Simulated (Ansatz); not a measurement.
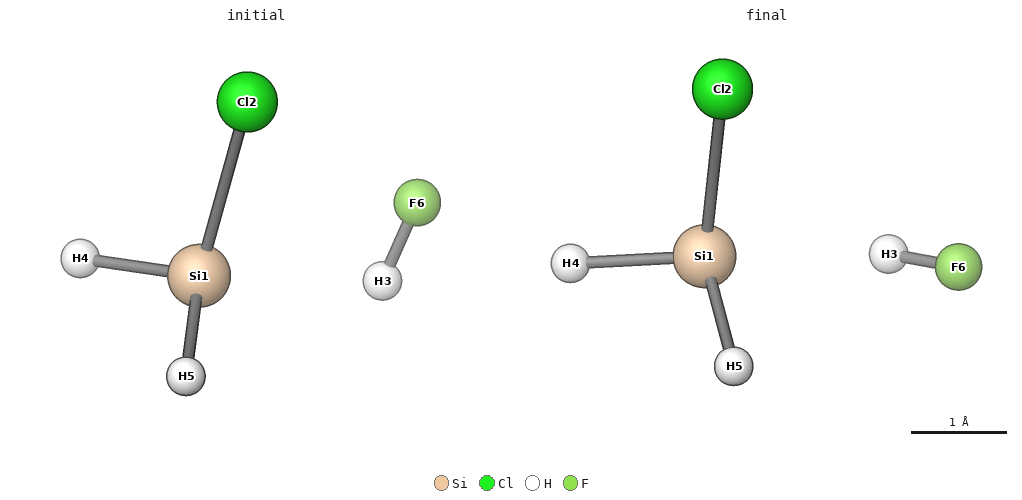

The structure of SiH3ClF (multiplicity 2) before (left) and after (right) a relaxation, at one scale.

Style: ball-and-stick. Shown at a tilt.

The run prepares an end point of a later path (reaction) calculation, from a guessed geometry.

Method: Ansatz 0.2.0, UKS LDA/def2-SVP. (collinear spin; force threshold 0.03 eV/Å; at most 50 steps)

> Describe what moved and what it gained.

The energy falls by 5.29 kcal/mol in 17 accepted moves (21 points after the start). The largest force component goes from 0.9 to 0.026 eV/Å. The line search rejected the trial steps at points 3, 10, 14, 20 of the run. The forces were under the threshold at step 7, but the run went on from there. The largest move after the best rigid fit is that of F6, 0.77 Å. By element the largest moves are F 0.77 Å, H 0.47 Å, Cl 0.40 Å, Si 0.23 Å. Some distances before and after: Si1–F6 2.567 → 2.742 Å, Si1–Cl2 2.104 → 2.055 Å, H3–F6 0.960 → 0.953 Å, Si1–H4 1.506 → 1.510 Å. The run took 34 s on 1 thread of AMD EPYC 7R43 64-Core Processor (Zen 3), on a shared host, peak memory 0.14 GiB.

Limits of the set-up: the start holds two separate molecules, 2.3 Å apart at their closest, whose relative position is a soft coordinate and is computed without a dispersion correction.
